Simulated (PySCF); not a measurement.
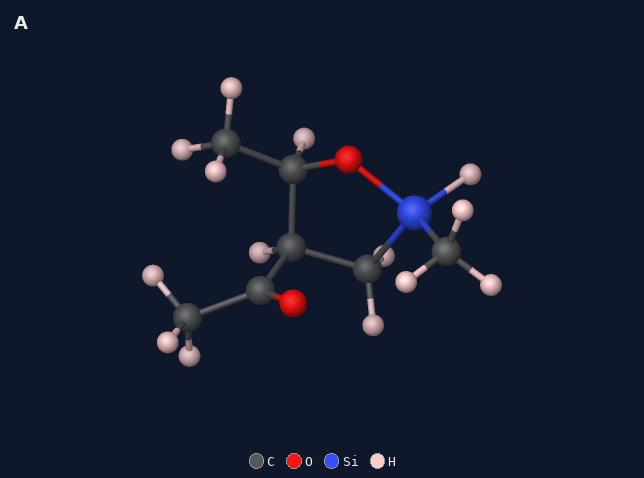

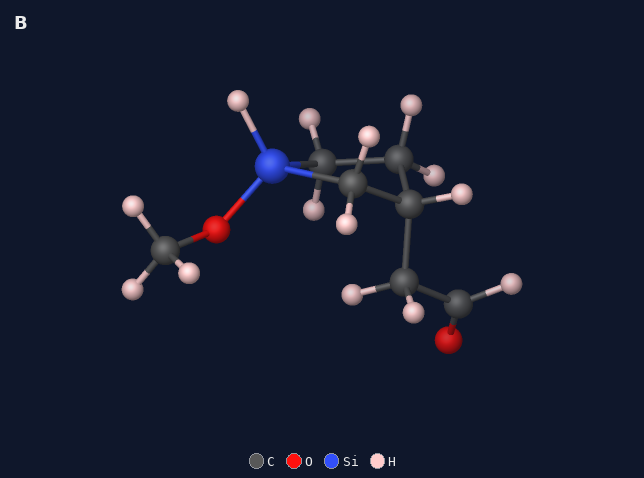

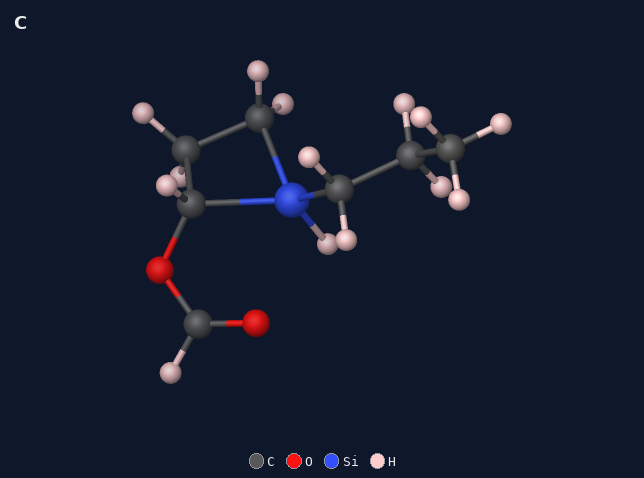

3 stationary structures of one formula. Geometries: GFN2-xTB. Electronic energies: PBE0/pcSseg-1 (PySCF 2.14.0), without zero-point energy. No frequency run is at hand to confirm each as a minimum. Each is one conformer, not always the lowest.

**How are they related?**

They are constitutional isomers of C7H14O2Si: A `CC(=O)[C@@H]1C[Si@H](C)O[C@@H]1C`, B `CO[Si@@H]1CC[C@H](CC=O)C1`, C `CCC[Si@@H]1CC[C@H]1OC=O`.

**Rank them by energy, lowest first.**

A is lowest; B lies 16.8 kcal/mol above it, C lies 38.5 kcal/mol above it.

The geometry is semi-empirical. Around Si such bond lengths and angles can be off by a tenth of an ångström or more and by several degrees, and values that hang on the shape move with them.
